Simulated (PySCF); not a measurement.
ClH₃O₃Si, SMILES `O[Si](O)(O)Cl`.

Computed with PySCF, PBE/def2-TZVP, geometry: GFN2-xTB. No frequency check shows the geometry to be a minimum. GFN2-xTB bond lengths at metals and heavier atoms can be off by up to 0.1 Å and shapes distorted, which carries into these values.

Cartesian coordinates (Å):

```
O1      -0.8905    0.0676   -1.5177
Si2     -0.3430    0.0001    0.0001
O3      -0.8899    1.2806    0.8176
O4      -0.8899   -1.3483    0.7005
Cl5      1.6838   -0.0000   -0.0002
H6      -0.8207   -0.6884   -2.0939
H7      -0.8200    2.1576    0.4509
H8      -0.8197   -1.4693    1.6433
```

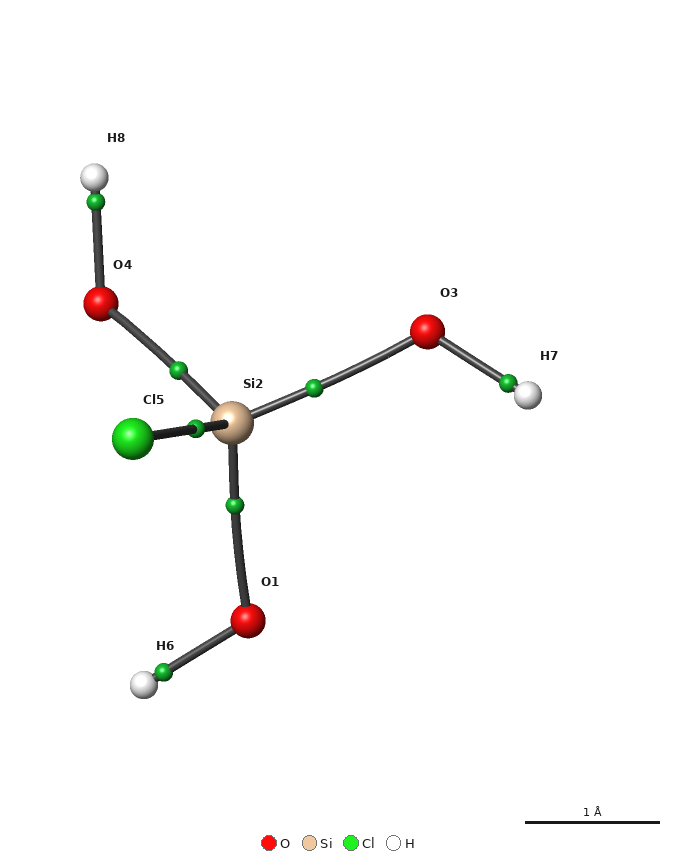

Molecular graph of the electron density (QTAIM): bond paths, bond critical points (green), ring points (magenta, if any); weak paths are dashed.

Q: How many critical points of each kind are there, and does the count close?

A: 8 nuclei, 7 bond, 0 ring and 0 cage critical points: 8 − 7 + 0 − 0 = 1, as the Poincaré–Hopf relation requires.

Q: What does the calculation give at each kind of bond critical point?

A:
| bond | length (Å) | ρ (a.u.) | ∇²ρ (a.u.) | ε | H (a.u.) |
| --- | --- | --- | --- | --- | --- |
| O1–H6 (3 alike) | 0.953 | 0.361 | −2.48 | 0.00 | −0.693 |
| Si2–O3 (3 alike) | 1.615 | 0.150 | +0.90 | 0.08 | −0.058 |
| Si2–Cl5 | 2.027 | 0.105 | +0.24 | 0.00 | −0.056 |

Q: What kind of interaction is Si2–Cl5?

A: Polar or intermediate (positive Laplacian, negative energy density H): ρ = 0.105, ∇²ρ = +0.24, H = −0.056 a.u.
